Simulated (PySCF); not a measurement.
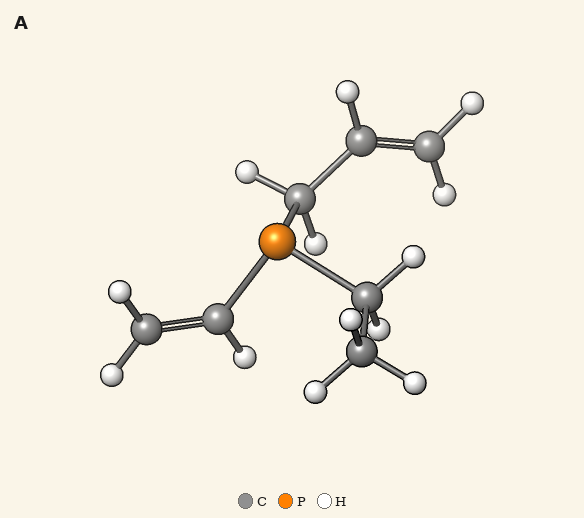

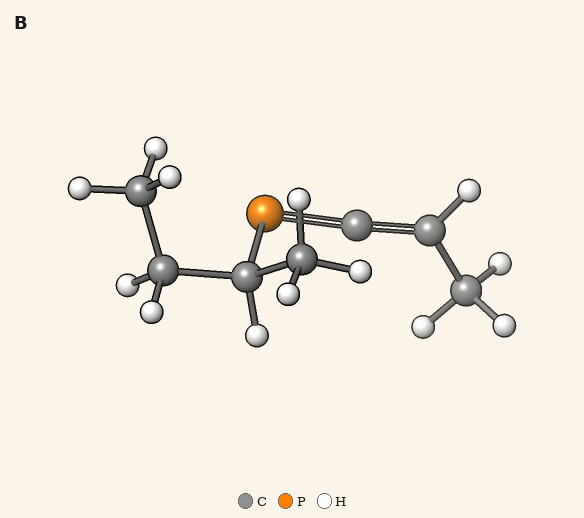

2 stationary structures of one formula. Geometries: GFN2-xTB. Electronic energies: PBE0/pcSseg-1 (PySCF 2.14.0), without zero-point energy. No frequency run is at hand to confirm each as a minimum. Each is one conformer, not always the lowest.

> Which structure is the most stable?

A is lowest; B lies 4.8 kcal/mol above it. A is `C=CCP(C=C)CC`, B is `CC=C=P[C@@H](C)CC`.

The geometry is semi-empirical. Around P such bond lengths and angles can be off by a tenth of an ångström or more and by several degrees, and values that hang on the shape move with them.
